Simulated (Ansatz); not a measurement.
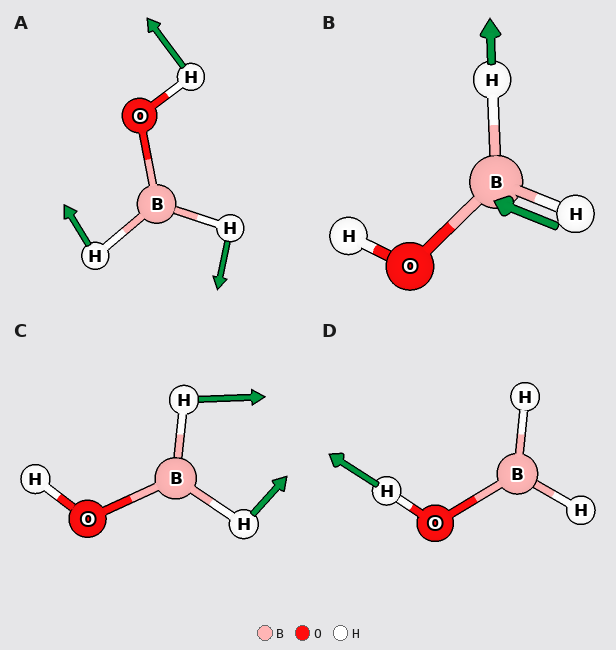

4 normal modes of one molecule or complex, as arrows. Harmonic vibrations computed with RKS PBE0-D4/def2-TZVP (Ansatz 0.2.0) at a stationary point of the same level.

### Match the panels to the wavenumbers 884 cm⁻¹, 1183 cm⁻¹, 2657 cm⁻¹, 3875 cm⁻¹.

A: 884 cm⁻¹, H–B–O bending
B: 2657 cm⁻¹, out-of-phase stretching of 2 B–H bonds
C: 1183 cm⁻¹
D: 3875 cm⁻¹, O–H stretching
